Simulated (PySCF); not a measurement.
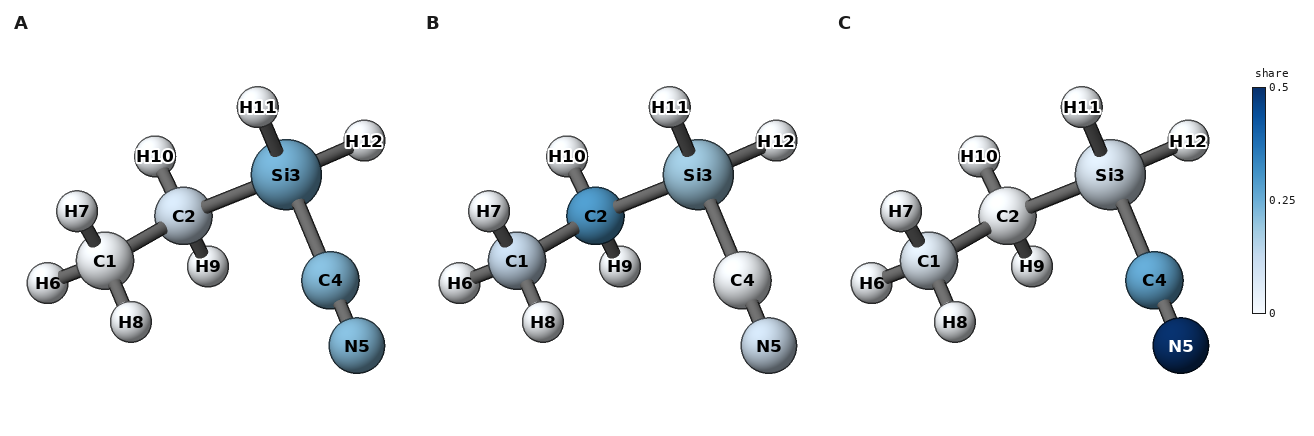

Each panel colours the atoms by their Löwdin share in one orbital (up to four of the largest shares; other atoms are shown as zero). The geometry was computed by an optimisation with GFN2-xTB. No frequency run is at hand to confirm it as a minimum. Method: B3LYP/def2-SVPD (PySCF 2.14.0).

**The panels show the HOMO−2, HOMO, LUMO, in some order. Which is which?**

A: LUMO, −0.70 eV; Si3 0.24, C4 0.22, N5 0.22, C2 0.09
B: HOMO, −8.84 eV; C2 0.29, Si3 0.18, C1 0.12, N5 0.10
C: HOMO−2, −9.80 eV; N5 0.50, C4 0.26, Si3 0.06, C1 0.05

The geometry is semi-empirical. Around Si such bond lengths and angles can be off by a tenth of an ångström or more and by several degrees, and values that hang on the shape move with them.
